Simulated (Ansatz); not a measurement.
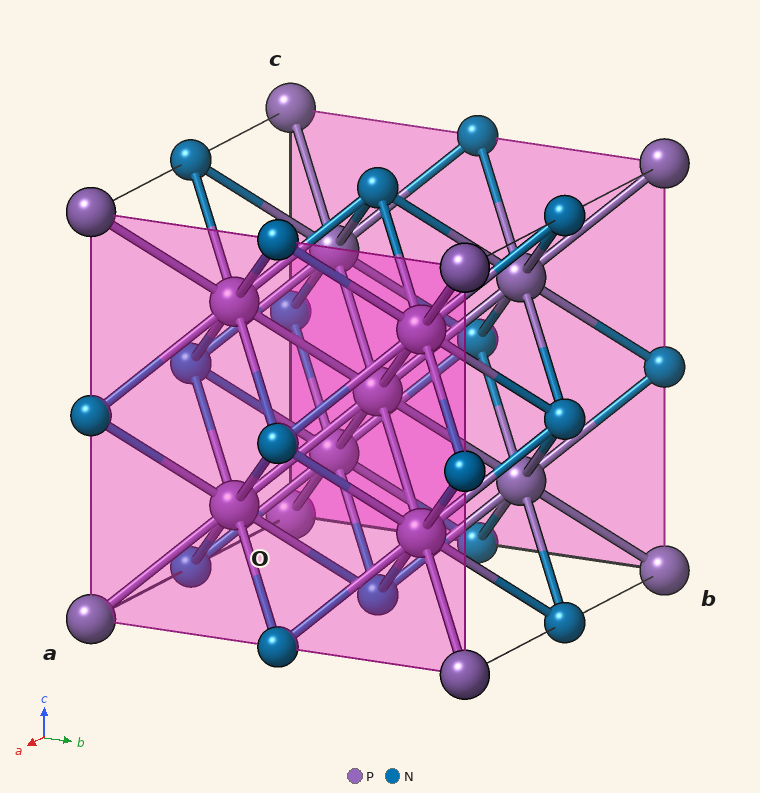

For P5N3, coordinates from a relaxation with DFT PBE, scalar-relativistic, plane waves, PAW in Ansatz; the starting structure was generated, so it need not be a known form of this composition: every member of one family of equally spaced planes, hx + ky + lz = a whole number, that cuts the unit cell is shaded (one member passes through the origin O). Symmetry computed with spglib at a tolerance of 0.002 Å; standard conventional cell.

a = 5.565 Å, b = 5.565 Å, c = 5.565 Å, α = 90.00°, β = 90.00°, γ = 90.00°.

Q: What are the Miller indices?

A: (1 0 0); the opposite sign names the same planes. The member next to the origin meets the axes a at 1, b never, c never.

Q: What is the spacing?

A: d = 5.565 Å.

Q: Which atoms of the cell lie in these planes (within 0.03 Å)?

A: 1 of the 10 P, 3 of the 6 N.
